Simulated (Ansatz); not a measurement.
**AlNH5Br: geometry relaxation**

- system: AlNH5Br
- method: RHF/def2-SVP (Ansatz 0.2.0)

It belongs to a series of runs on one base structure; here: end point B relaxed. Figures and captions count atoms from 1; the log counts them from 0 in places.

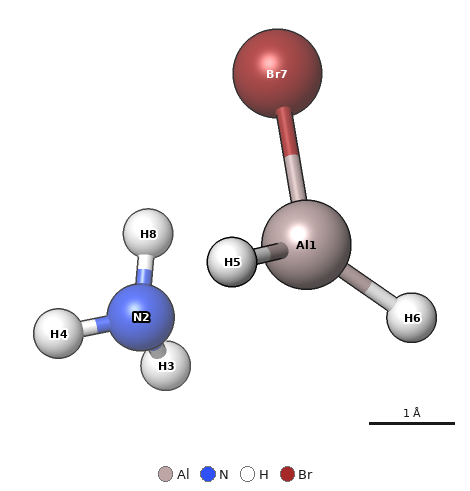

**Figure 1.** The starting structure (ball-and-stick view, seen at a tilt; atoms are numbered from 1 in the order of the input). Sticks mark near contacts.

Results in brief

| quantity | value |
| --- | --- |
| outcome | converged |
| total energy | −78133.8376 eV |
| mean-field energy | −78133.8376 eV |
| largest force (length of the vector) at the end | 0.009 eV/Å |
| hardware | 1 thread of Arm Neoverse V1, 24 GiB of memory available, shared host |
| wall time | 16 s |
| peak memory | 0.17 GiB |

The input
```yaml
crystal:
  periodic: [false, false, false]
  atoms:
    - { symbol: Al, position_ang: [-0.059498, 0.494707, -0.51764] }
    - { symbol: "N", position_ang: [-0.026432, 0.110226, 2.554608] }
    - { symbol: H, position_ang: [-0.802873, -0.296422, 3.047008] }
    - { symbol: H, position_ang: [0.814319, -0.109754, 3.059659] }
    - { symbol: H, position_ang: [1.387959, 0.041637, -0.909375] }
    - { symbol: H, position_ang: [-1.383919, -0.271275, -0.849719] }
    - { symbol: Br, position_ang: [-0.292826, 2.717453, 0.302626] }
    - { symbol: H, position_ang: [-0.14453, 1.132129, 2.555533] }
basis:
  gaussian: { orbitals: def2-SVP }
hamiltonian:
  xc: hf
relax:
  f_tol: 0.03
  max_steps: 50
```

Launched with:
```bash
ansatz run input.yaml --threads 1 --pin off --max-ram 2048MiB --backend cpu --events-out ev --progress --plain --runs-dir out
```

Output
```
The last accepted step is kept in [file] (removed where the run ends without a failure and the disk answers)
Engine: ansatz 0.2.0, aarch64-unknown-linux-gnu
Functional definition: HF
  exchange = exact_x
  correlation = 0
931 factors; integrals over basis functions are off by at most 5.3e-4 eV
mean field evaluation 1: about -78130.8198 eV, gradient 2.8e1 eV
mean field evaluation 2: about -78130.8596 eV, gradient 2.8e1 eV
mean field evaluation 4: about -78132.8160 eV, gradient 2.2e0 eV
mean field evaluation 8: about -78132.8368 eV, gradient 1.1e-1 eV
mean field -78132.83682018 eV, -2871.3287928027 hartree, gradient 1.6e-5 eV, S^2 0.000000; 0 other end points of the search recorded, 0 dependent functions left out
the calculation of the forces begins
reference -78132.83682018 eV, -2871.3287928027 hartree; 30, 30 occupied and 59, 59 virtual orbitals, 931 factors
relax step   1: F+E_penalty+E_count = -78132.83682018 eV  Δ(F+E_penalty+E_count) = +0.000e0 eV  max|allowed force component| = 1.087e0 eV/Å  Δτ_max = 0.0000 Å  (32 SCF iters, accepted)
these checks for a lower state are left out or cut short: starts, cluster_reference, orbital_swaps, neighbouring_geometries, increment
931 factors; integrals over basis functions are off by at most 5.1e-4 eV
mean field evaluation 16: about -78133.1251 eV, gradient 4.2e-4 eV
mean field -78133.12509549 eV, -2871.3393867248 hartree, gradient 8.8e-6 eV, S^2 0.000000; 0 other end points of the search recorded, 0 dependent functions left out
the calculation of the forces begins
reference -78133.12509549 eV, -2871.3393867248 hartree; 30, 30 occupied and 59, 59 virtual orbitals, 931 factors
relax step   2: F+E_penalty+E_count = -78133.12509549 eV  Δ(F+E_penalty+E_count) = -2.883e-1 eV  max|allowed force component| = 6.378e-1 eV/Å  Δτ_max = 0.1944 Å  (29 SCF iters, accepted)
these checks for a lower state are left out or cut short: starts, cluster_reference, orbital_swaps, neighbouring_geometries, increment
931 factors; integrals over basis functions are off by at most 5.3e-4 eV
mean field -78133.40511026 eV, -2871.3496770779 hartree, gradient 2.0e-5 eV, S^2 0.000000; 0 other end points of the search recorded, 0 dependent functions left out
the calculation of the forces begins
reference -78133.40511026 eV, -2871.3496770779 hartree; 30, 30 occupied and 59, 59 virtual orbitals, 931 factors
relax step   3: F+E_penalty+E_count = -78133.40511026 eV  Δ(F+E_penalty+E_count) = -2.800e-1 eV  max|allowed force component| = 8.647e-1 eV/Å  Δτ_max = 0.1947 Å  (29 SCF iters, accepted)
these checks for a lower state are left out or cut short: starts, cluster_reference, orbital_swaps, neighbouring_geometries, increment
931 factors; integrals over basis functions are off by at most 5.6e-4 eV
mean field evaluation 32: about -78133.6691 eV, gradient 1.2e-5 eV
mean field -78133.66909940 eV, -2871.3593784998 hartree, gradient 1.3e-5 eV, S^2 0.000000; 0 other end points of the search recorded, 0 dependent functions left out
the calculation of the forces begins
reference -78133.66909940 eV, -2871.3593784998 hartree; 30, 30 occupied and 59, 59 virtual orbitals, 931 factors
relax step   4: F+E_penalty+E_count = -78133.66909940 eV  Δ(F+E_penalty+E_count) = -2.640e-1 eV  max|allowed force component| = 1.182e0 eV/Å  Δτ_max = 0.1956 Å  (28 SCF iters, accepted)
these checks for a lower state are left out or cut short: starts, cluster_reference, orbital_swaps, neighbouring_geometries, increment
931 factors; integrals over basis functions are off by at most 5.0e-4 eV
mean field -78133.81554418 eV, -2871.3647602463 hartree, gradient 1.3e-5 eV, S^2 0.000000; 0 other end points of the search recorded, 0 dependent functions left out
the calculation of the forces begins
reference -78133.81554418 eV, -2871.3647602463 hartree; 30, 30 occupied and 59, 59 virtual orbitals, 931 factors
relax step   5: F+E_penalty+E_count = -78133.81554418 eV  Δ(F+E_penalty+E_count) = -1.464e-1 eV  max|allowed force component| = 1.059e0 eV/Å  Δτ_max = 0.1948 Å  (28 SCF iters, accepted)
these checks for a lower state are left out or cut short: starts, cluster_reference, orbital_swaps, neighbouring_geometries, increment
931 factors; integrals over basis functions are off by at most 4.7e-4 eV
mean field -78133.83586331 eV, -2871.3655069606 hartree, gradient 8.7e-6 eV, S^2 0.000000; 0 other end points of the search recorded, 0 dependent functions left out
the calculation of the forces begins
reference -78133.83586331 eV, -2871.3655069606 hartree; 30, 30 occupied and 59, 59 virtual orbitals, 931 factors
relax step   6: F+E_penalty+E_count = -78133.83586331 eV  Δ(F+E_penalty+E_count) = -2.032e-2 eV  max|allowed force component| = 1.779e-1 eV/Å  Δτ_max = 0.0594 Å  (28 SCF iters, accepted)
these checks for a lower state are left out or cut short: starts, cluster_reference, orbital_swaps, neighbouring_geometries, increment
931 factors; integrals over basis functions are off by at most 4.6e-4 eV
mean field -78133.83755606 eV, -2871.3655691680 hartree, gradient 2.3e-5 eV, S^2 0.000000; 0 other end points of the search recorded, 0 dependent functions left out
the calculation of the forces begins
reference -78133.83755606 eV, -2871.3655691680 hartree; 30, 30 occupied and 59, 59 virtual orbitals, 931 factors
relax step   7: F+E_penalty+E_count = -78133.83755606 eV  Δ(F+E_penalty+E_count) = -1.693e-3 eV  max|allowed force component| = 3.385e-2 eV/Å  Δτ_max = 0.0145 Å  (23 SCF iters, accepted)
these checks for a lower state are left out or cut short: starts, cluster_reference, orbital_swaps, neighbouring_geometries, increment
931 factors; integrals over basis functions are off by at most 4.6e-4 eV
mean field -78133.83764315 eV, -2871.3655723686 hartree, gradient 1.4e-5 eV, S^2 0.000000; 0 other end points of the search recorded, 0 dependent functions left out
the calculation of the forces begins
reference -78133.83764315 eV, -2871.3655723686 hartree; 30, 30 occupied and 59, 59 virtual orbitals, 931 factors
relax step   8: F+E_penalty+E_count = -78133.83764315 eV  Δ(F+E_penalty+E_count) = -8.709e-5 eV  max|allowed force component| = 7.072e-3 eV/Å  Δτ_max = 0.0045 Å  (23 SCF iters, accepted)
931 factors; integrals over basis functions are off by at most 4.6e-4 eV
mean field evaluation 64: about -78133.6417 eV, gradient 9.3e0 eV
```

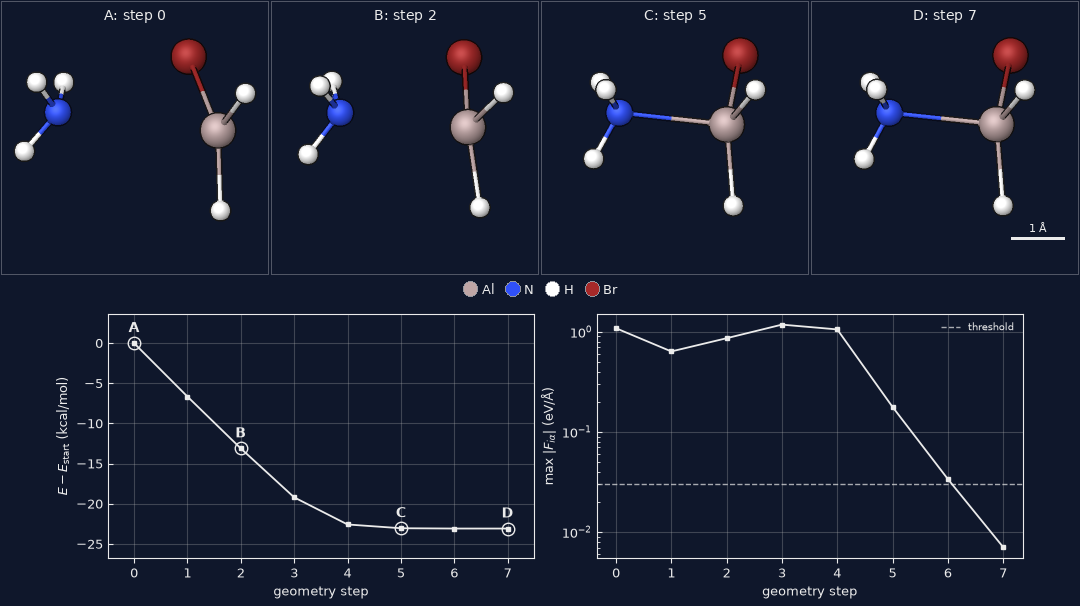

**Figure 2.** Frames of the relaxation (ball-and-stick view, seen at a tilt) above the curves, on which the letters mark them (the first geometry is step 0 here and step 1 in the log).

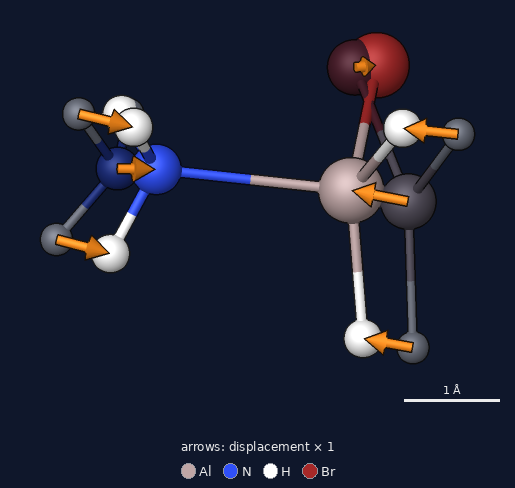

**Figure 3.** Start (faint) and end (solid) with the displacements as orange arrows, at true length (ball-and-stick view, seen at a tilt). The two geometries are laid on each other by the best rigid fit. The energy falls by 23.1 kcal/mol in 7 geometry steps. The largest force component goes from 1.1 to 0.0071 eV/Å. The atom that moves furthest after the best rigid fit is Al1 (0.61 Å). By element the largest moves are Al 0.61 Å, H 0.60 Å, N 0.42 Å, Br 0.25 Å. Distances before and after: Al1–N2 3.096 → 2.078 Å, Al1–Br7 2.381 → 2.336 Å, N2–H8 1.029 → 1.010 Å, Al1–H5 1.566 → 1.584 Å. New bonds form: Al1–N2 (3.10 → 2.08 Å). Among the angles that change: H5–Al1–H6 126.0° → 120.8°. (Atoms are counted from 1 in the order of the input.)

```
mean field -78133.83764315 eV, -2871.3655723686 hartree, gradient 1.4e-5 eV, S^2 0.000000; 1 other end points of the search recorded, 0 dependent functions left out
the calculation of the forces begins
reference -78133.83764315 eV, -2871.3655723686 hartree; 30, 30 occupied and 59, 59 virtual orbitals, 931 factors
Total energy: -78133.83764315 eV, -2871.3655723686 hartree
Atom 0 at    -0.068452     0.511936     0.096007 Å, force     0.006548    -0.004463    -0.000110 eV/Å
Atom 1 at    -0.035201     0.221731     2.152885 Å, force    -0.004773     0.007072    -0.002799 eV/Å
Atom 2 at    -0.783329    -0.381394     2.459782 Å, force     0.001149    -0.004711     0.003632 eV/Å
Atom 3 at     0.835341    -0.182078     2.463911 Å, force     0.001286    -0.003166    -0.000287 eV/Å
Atom 4 at     1.369162    -0.006116    -0.321790 Å, force    -0.005164     0.002269     0.001462 eV/Å
Atom 5 at    -1.370167    -0.290719    -0.316671 Å, force     0.001290     0.002836     0.001361 eV/Å
Atom 6 at    -0.309515     2.835546     0.088135 Å, force    -0.000388     0.000385    -0.000427 eV/Å
Atom 7 at    -0.145640     1.109796     2.620442 Å, force     0.000052    -0.000222    -0.002832 eV/Å
Dipole moment:     0.068279    -0.644130     1.202872 e Å
```

Trajectory as extended XYZ (Å, eV, eV/Å), 8 frames, from step=1 to step=8
```
8
Properties=species:S:1:pos:R:3:forces:R:3 step=1 energy=-78132.83682
Al   -0.0595    0.4947   -0.5176   -0.0761   0.7045   0.9682
N    -0.0264    0.1102    2.5546   -0.1134   1.0010  -0.6729
H    -0.8029   -0.2964    3.0470   -0.0056  -0.0016  -0.0043
H     0.8143   -0.1098    3.0597    0.0120   0.0017   0.0040
H     1.3880    0.0416   -0.9094   -0.0056   0.0020   0.0171
H    -1.3839   -0.2713   -0.8497   -0.0033   0.0019  -0.0030
Br   -0.2928    2.7175    0.3026    0.0666  -0.6221  -0.5268
H    -0.1445    1.1321    2.5555    0.1254  -1.0874   0.2176
8
Properties=species:S:1:pos:R:3:forces:R:3 step=2 energy=-78133.12509
Al   -0.0599    0.4876   -0.3233   -0.0141   0.0763   0.6200
N    -0.0278    0.1410    2.4439   -0.0782   0.6378  -0.4817
H    -0.7939   -0.3185    2.9116    0.0106  -0.0233  -0.1537
H     0.8131   -0.1314    2.9288    0.0093  -0.0291  -0.1486
H     1.3701    0.0413   -0.8002    0.0171  -0.0512   0.1706
H    -1.3705   -0.2674   -0.7502   -0.0063  -0.0417   0.1533
Br   -0.2931    2.7229    0.2365   -0.0106   0.0596  -0.1580
H    -0.1458    1.1432    2.5956    0.0723  -0.6283  -0.0019
8
Properties=species:S:1:pos:R:3:forces:R:3 step=3 energy=-78133.40511
Al   -0.0598    0.4803   -0.1288    0.0324  -0.4781   0.4420
N    -0.0292    0.1653    2.3243   -0.1148   0.8332  -0.0723
H    -0.7865   -0.3325    2.7780    0.0606   0.0324  -0.3584
H     0.8113   -0.1457    2.7965   -0.0355   0.0037  -0.3562
H     1.3543    0.0375   -0.6808    0.0102  -0.0721   0.2995
H    -1.3575   -0.2669   -0.6397    0.0190  -0.0462   0.2861
Br   -0.2940    2.7288    0.2003   -0.0696   0.5918   0.0158
H    -0.1464    1.1520    2.5929    0.0978  -0.8647  -0.2567
8
Properties=species:S:1:pos:R:3:forces:R:3 step=4 energy=-78133.66910
Al   -0.0593    0.4707    0.0665    0.0410  -0.6302  -0.2647
N    -0.0315    0.1925    2.1850   -0.1371   0.9477   1.1543
H    -0.7814   -0.3377    2.6252    0.0993   0.1128  -0.5208
H     0.8100   -0.1519    2.6423   -0.0827   0.0685  -0.5225
H     1.3437    0.0200   -0.5335   -0.0009  -0.0485   0.3485
H    -1.3453   -0.2787   -0.5007    0.0320  -0.0168   0.3362
Br   -0.2971    2.7421    0.2090   -0.0858   0.7487   0.0215
H    -0.1469    1.1616    2.5490    0.1341  -1.1822  -0.5525
8
Properties=species:S:1:pos:R:3:forces:R:3 step=5 energy=-78133.81554
Al   -0.0653    0.5064    0.0962    0.0331  -0.1484  -0.2284
N    -0.0337    0.2131    2.1234   -0.0066   0.1029   1.0589
H    -0.7837   -0.3693    2.4861    0.1328   0.1895  -0.2981
H     0.8243   -0.1822    2.4995   -0.1742   0.1590  -0.3150
H     1.3763   -0.0117   -0.3442   -0.1206   0.0821   0.0272
H    -1.3701   -0.3044   -0.3225    0.0797   0.0977   0.0032
Br   -0.3121    2.8385    0.1415    0.0064  -0.0687  -0.0321
H    -0.1436    1.1283    2.5626    0.0494  -0.4142  -0.2157
8
Properties=species:S:1:pos:R:3:forces:R:3 step=6 energy=-78133.83586
Al   -0.0666    0.5054    0.0897   -0.0043   0.0985   0.0316
N    -0.0346    0.2222    2.1509    0.0198  -0.1601   0.1779
H    -0.7830   -0.3781    2.4699    0.0257   0.0692  -0.0813
H     0.8300   -0.1870    2.4792   -0.0471   0.0692  -0.0945
H     1.3728   -0.0002   -0.3338   -0.0088  -0.0176   0.0076
H    -1.3723   -0.2897   -0.3225    0.0089  -0.0146   0.0025
Br   -0.3114    2.8356    0.0901    0.0054  -0.0596  -0.0018
H    -0.1427    1.1105    2.6193    0.0004   0.0150  -0.0419
8
Properties=species:S:1:pos:R:3:forces:R:3 step=7 energy=-78133.83756
Al   -0.0675    0.5110    0.0959   -0.0077   0.0339   0.0040
N    -0.0354    0.2216    2.1518    0.0036  -0.0338   0.0206
H    -0.7840   -0.3798    2.4611   -0.0102   0.0049  -0.0098
H     0.8329   -0.1856    2.4650    0.0098   0.0092  -0.0106
H     1.3693   -0.0038   -0.3222    0.0164  -0.0080  -0.0041
H    -1.3687   -0.2905   -0.3152   -0.0126  -0.0096  -0.0069
Br   -0.3112    2.8362    0.0868    0.0024  -0.0178   0.0019
H    -0.1431    1.1095    2.6194   -0.0018   0.0213   0.0049
8
Properties=species:S:1:pos:R:3:forces:R:3 step=8 energy=-78133.83764
Al   -0.0685    0.5119    0.0960    0.0065  -0.0045  -0.0001
N    -0.0352    0.2217    2.1529   -0.0048   0.0071  -0.0028
H    -0.7833   -0.3814    2.4598    0.0011  -0.0047   0.0036
H     0.8353   -0.1821    2.4639    0.0013  -0.0032  -0.0003
H     1.3692   -0.0061   -0.3218   -0.0052   0.0023   0.0015
H    -1.3702   -0.2907   -0.3167    0.0013   0.0028   0.0014
Br   -0.3095    2.8355    0.0881   -0.0004   0.0004  -0.0004
H    -0.1456    1.1098    2.6204    0.0001  -0.0002  -0.0028
```
